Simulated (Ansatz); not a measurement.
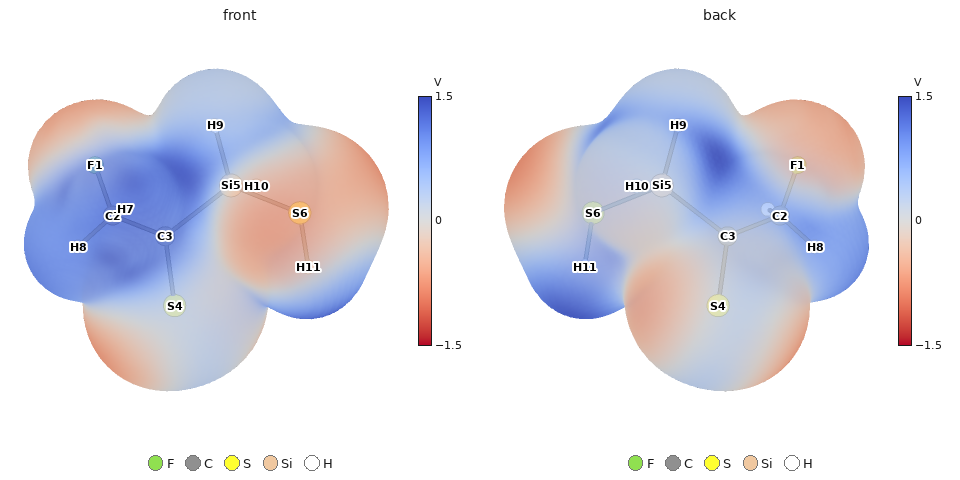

C₂H₅FS₂Si (SMILES FCC(=S)[SiH2]S). The electrostatic potential painted on the density surface at 0.002 e/bohr³, seen from the front and from behind; the colour scale runs from red (negative) to blue (positive).

Computed with SCF PBE0, Gaussian basis (Ansatz 0.2.0).

Input file:

```
crystal:
  periodic: [false, false, false]
  atoms:
    - { symbol: F, position_ang: [-2.3088, 0.1948, -0.4257] }
    - { symbol: C, position_ang: [-1.5951, 0.1126, 0.6812] }
    - { symbol: C, position_ang: [-0.3341, -0.5851, 0.3709] }
    - { symbol: S, position_ang: [0.3105, -1.9034, 1.2457] }
    - { symbol: Si, position_ang: [0.7616, 0.0785, -1.0123] }
    - { symbol: S, position_ang: [2.4435, 1.1508, -0.1581] }
    - { symbol: H, position_ang: [-1.36, 1.124, 1.0658] }
    - { symbol: H, position_ang: [-2.1471, -0.4034, 1.4216] }
    - { symbol: H, position_ang: [0.0278, 1.0792, -1.7944] }
    - { symbol: H, position_ang: [1.2981, -0.9787, -1.8581] }
    - { symbol: H, position_ang: [2.9692, 0.0737, 0.4839] }
basis:
  gaussian:
    orbitals: def2-SVP
hamiltonian:
  xc: pbe0
output:
  orbitals: {}
```

Launched as:

```sh
python c2h5fs2si.py
```

Describe the electrostatic potential map.

The most negative region (about −0.8 V) lies over S6, the most positive (about +1.4 V) over Si5 and H11.
